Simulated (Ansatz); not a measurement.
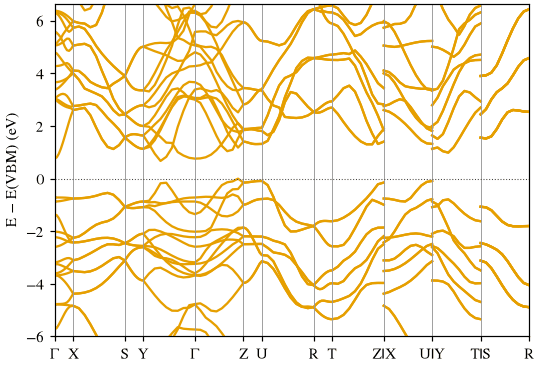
Figure: Band structure from plane-wave PAW PBE+D3(BJ) (Ansatz code)

Task: Read off the gap and where the band edges lie.

Result: About 0.7 eV (0.65 eV by a search for the band edges); maximum on the Γ–Z line, 88 % of the way from Γ, minimum on the Y–Γ line, 36 % of the way from Y.

The material is SnS in space group Pnma (No. 62; Sn on 4c, S on 4c).

The cell was relaxed with PBE+D3(BJ) under the symmetry of its start. Scalar-relativistic: spin–orbit coupling is off unless named, which matters more the heavier the elements.

Potentials: the earlier of the program's two PAW sets.
